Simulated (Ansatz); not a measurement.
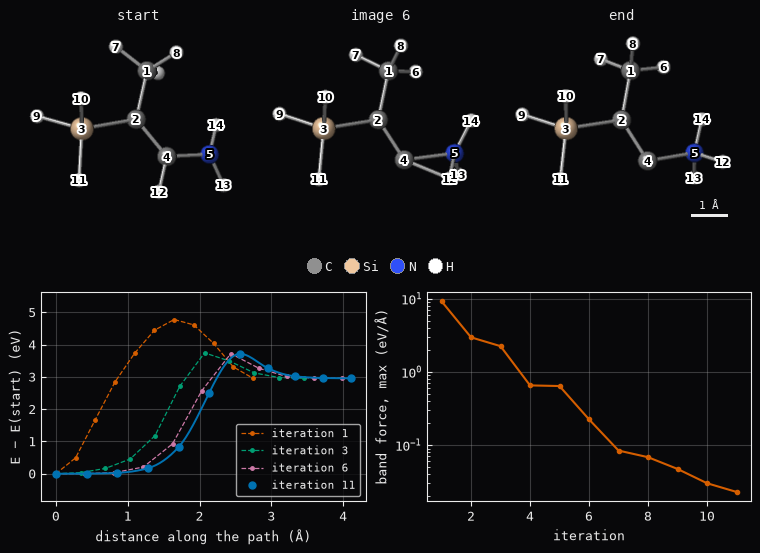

A search for the minimum-energy path of C3H9NSi by the nudged elastic band. Images are numbered from 0 (start) to 10 (end). The plot follows the band through its iterations. The picture is a ball-and-stick view, seen at a tilt.

All numbers below come from RKS PBE-D4/def2-SVP (Ansatz 0.2.0).

Input file:
```yaml
crystal:
  periodic: [false, false, false]
  atoms:
    - { symbol: C, position_ang: [-0.653323, 0.406894, 1.300037] }
    - { symbol: C, position_ang: [0.094768, -0.14083, 0.103694] }
    - { symbol: Si, position_ang: [1.220266, -1.611292, 0.284657] }
    - { symbol: C, position_ang: [-0.028511, 0.456573, -1.120924] }
    - { symbol: "N", position_ang: [-0.757918, 1.592663, -1.395004] }
    - { symbol: H, position_ang: [-1.724863, 0.612611, 1.065731] }
    - { symbol: H, position_ang: [-0.652866, -0.296257, 2.157596] }
    - { symbol: H, position_ang: [-0.216041, 1.362757, 1.67085] }
    - { symbol: H, position_ang: [0.489036, -2.817169, 0.83003] }
    - { symbol: H, position_ang: [2.365102, -1.361194, 1.24101] }
    - { symbol: H, position_ang: [1.80186, -1.969739, -1.060155] }
    - { symbol: H, position_ang: [0.516125, 0.057949, -1.994364] }
    - { symbol: H, position_ang: [-1.038022, 1.764662, -2.359579] }
    - { symbol: H, position_ang: [-1.428311, 1.913072, -0.69468] }
basis:
  gaussian: { orbitals: def2-SVP }
hamiltonian:
  xc: pbe
  dispersion: d4
neb:
  order_check: false
  images: 9
  f_tol: 0.03
  max_iterations: 60
  initial_path: linear
  final_atoms:
    - { symbol: C, position_ang: [-0.56430715, 0.38913884, 1.2140798] }
    - { symbol: C, position_ang: [0.16872284, -0.24046865, 0.04276298] }
    - { symbol: Si, position_ang: [1.26800062, -1.71918502, 0.41200994] }
    - { symbol: C, position_ang: [0.19286776, 0.07980911, -1.28269098] }
    - { symbol: "N", position_ang: [-0.7291477, 1.33658848, -1.57362807] }
    - { symbol: H, position_ang: [-1.21440278, 1.25749045, 0.95271738] }
    - { symbol: H, position_ang: [-1.2243635, -0.34631458, 1.72283704] }
    - { symbol: H, position_ang: [0.14482546, 0.75652266, 1.98765027] }
    - { symbol: H, position_ang: [0.4839694, -2.81746364, 1.102456] }
    - { symbol: H, position_ang: [2.36876938, -1.34816813, 1.38521222] }
    - { symbol: H, position_ang: [1.89256425, -2.28130847, -0.83079364] }
    - { symbol: H, position_ang: [-0.13050211, 2.05248801, -2.01315295] }
    - { symbol: H, position_ang: [-1.40532157, 1.05452262, -2.29971547] }
    - { symbol: H, position_ang: [-1.26437289, 1.79704831, -0.79084552] }
```

Run as
```bash
ansatz run input.yaml --threads 2 --pin off --max-ram 3072MiB --backend cpu --events-out ev --progress --plain --runs-dir out
```

Question: Judge this run.

Answer: The run is converged, with reservations. The band converged in 11 iterations. The largest component of the band force went from 9.3 to 0.023 eV/Å. The climbing image converged on the top of the path. Its curvatures weren't checked. The straight starting path can push atoms close together and costs iterations. The first iteration put the highest image at 4.78 eV. The highest point, image 6, lies 3.72 eV above the start and 0.76 eV above the end; the end is at +2.96 eV relative to the start.

Cost: 120 s on 2 threads of Intel(R) Xeon(R) 6975P-C (Granite Rapids), on a shared host, peak memory 0.18 GiB.
